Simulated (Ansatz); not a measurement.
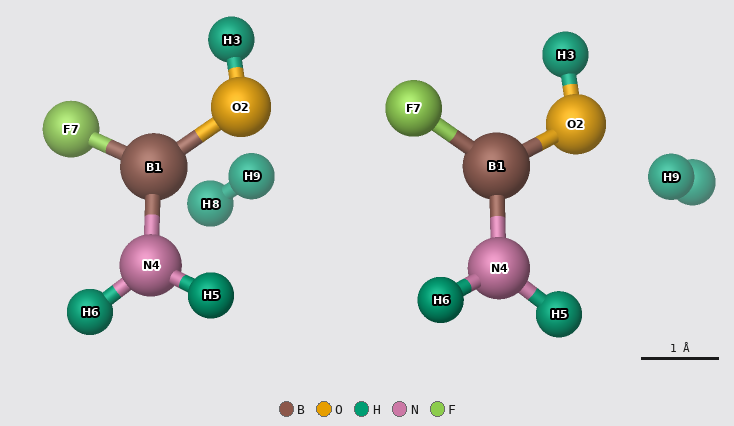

Two geometries of BNH5OF, drawn at one scale. One is the start of a relaxation, the other its converged end. The picture is a ball-and-stick view, seen from a free direction.

Level of theory: RHF/def2-SVP (Ansatz 0.2.0). Settings: no spin polarisation; force threshold 0.03 eV/Å; at most 50 steps.

Which geometry has the lower energy?

Answer. The right one is the relaxed one. The run prepares an end point of a later path (reaction) calculation, from a guessed geometry. After 37 accepted moves (38 points after the start) the energy has fallen by 0.276 eV. Largest force component: 1.2 eV/Å at the start, 0.018 eV/Å at the end. The line search rejected the trial step at point 16 of the run. The forces were under the threshold at step 14, but the run went on from there. The atom that moves furthest after the best rigid fit is H8 (1.92 Å). Largest moves by element: H 1.92 Å, F 1.35 Å, O 0.59 Å, B 0.53 Å, N 0.39 Å. Near-neighbour distances that change, for instance: H8–H9 0.710 → 0.747 Å, B1–O2 1.378 → 1.354 Å. Cost: 55 s on 1 thread of Arm Neoverse V2, on a shared host, peak memory 0.14 GiB.

Limits of the set-up: the start holds two separate molecules, 2.2 Å apart at their closest, whose relative position is a soft coordinate and is computed without a dispersion correction; Hartree-Fock leaves out electron correlation.
